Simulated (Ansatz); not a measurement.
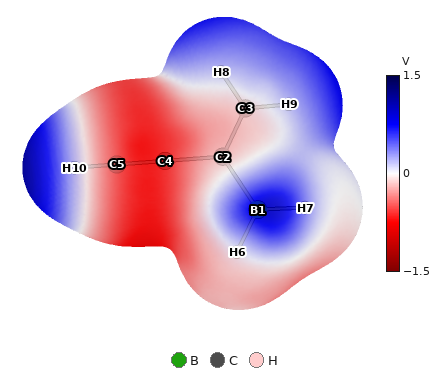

C$_{4}$H$_{5}$B (SMILES BC(=C)C#C). The molecular electrostatic potential painted on the density surface at 0.001 e/bohr³, seen across its widest extent; the colour scale runs from red (negative) to blue (positive).

Not at a stationary point (largest force 1.7 eV/Å).

Computed with SCF PBE0, Gaussian basis (Ansatz).

Input file:

```
crystal:
  periodic: [false, false, false]
  atoms:
    - { symbol: B, position_ang: [-0.8821, 1.3727, -0.1015] }
    - { symbol: C, position_ang: [-0.2411, -0.0497, 0.0346] }
    - { symbol: C, position_ang: [-0.996, -1.1207, 0.277] }
    - { symbol: C, position_ang: [1.1846, -0.1875, -0.1065] }
    - { symbol: C, position_ang: [2.3791, -0.3029, -0.2247] }
    - { symbol: H, position_ang: [-0.2007, 2.314, -0.3166] }
    - { symbol: H, position_ang: [-2.0498, 1.5194, 0.0091] }
    - { symbol: H, position_ang: [-0.5503, -2.1039, 0.3707] }
    - { symbol: H, position_ang: [-2.071, -1.0373, 0.3863] }
    - { symbol: H, position_ang: [3.4274, -0.4041, -0.3284] }
basis:
  gaussian:
    orbitals: def2-SVP
hamiltonian:
  xc: pbe0
output:
  orbitals: {}
  forces: true
```

Command:

```sh
python run_energy.py
```

> Which sites attract a positive test charge, and which a negative one?

A positive charge is drawn to the negative regions and a negative charge to the positive ones. The most negative region (about −0.8 V) lies over C4 and C5, the most positive (about +1.1 V) over H10.
